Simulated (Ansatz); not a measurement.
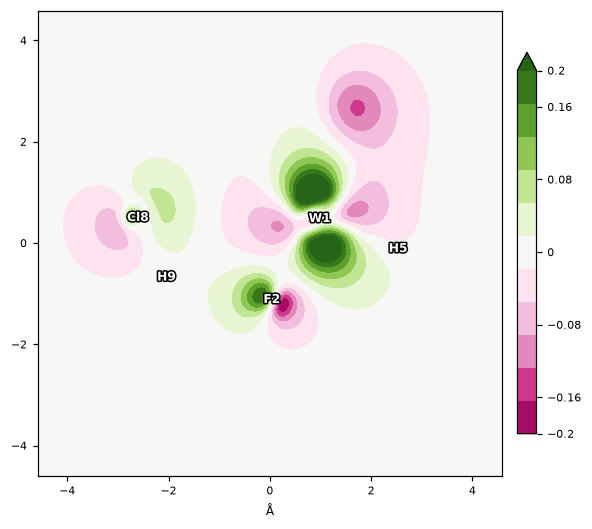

The picture shows: ClF2H3W···HCl. The HOMO on the plane of atoms F2, W1 and H5 (values in Å⁻³ᐟ²; the overall sign is arbitrary).

Core potentials replace the inner electrons of W; not at a stationary point (largest force 1.6 eV/Å).

Method: RHF/def2-SVP (Ansatz 0.2.0).

The calculation's input:

```
crystal:
  periodic: [false, false, false]
  atoms:
    - { symbol: W, position_ang: [0.0, 0.0, 0.0] }
    - { symbol: F, position_ang: [0.0, 0.0, 2.2] }
    - { symbol: H, position_ang: [1.72, 0.0, 0.0] }
    - { symbol: H, position_ang: [0.0, 1.72, 0.0] }
    - { symbol: H, position_ang: [-1.72, 0.0, 0.0] }
    - { symbol: F, position_ang: [0.0, -1.85, 0.0] }
    - { symbol: Cl, position_ang: [0.0, 0.0, -2.39] }
    - { symbol: Cl, position_ang: [1.7619, -1.8472, 0.8482] }
    - { symbol: H, position_ang: [0.8713, -0.9135, 2.0396] }
basis:
  gaussian: { orbitals: def2-SVP }
hamiltonian:
  xc: hf
relax:
  f_tol: 0.15
  max_steps: 25
  restrain:
    - { distance: [0, 7], at: 3.59, k: 30.0 }
    - { distance: [8, 1], at: 2.12, k: 30.0 }
    - { distance: [0, 1], at: 1.85, k: 30.0 }
    - { distance: [8, 7], at: 1.37, k: 30.0 }
output:
  orbitals: {}
```

Command:

```sh
ansatz run input.yaml --threads 2 --pin off --max-ram 3072MiB --backend cpu --events-out ev --progress --plain --runs-dir out
```

The fields are those of the run's last geometry, not of the input's.

> Where does this orbital lie, and at what energy?

By Hirshfeld shares it lies mainly on W1 (about 75 %) and F6 (about 10 %). Its energy is −10.39 eV.
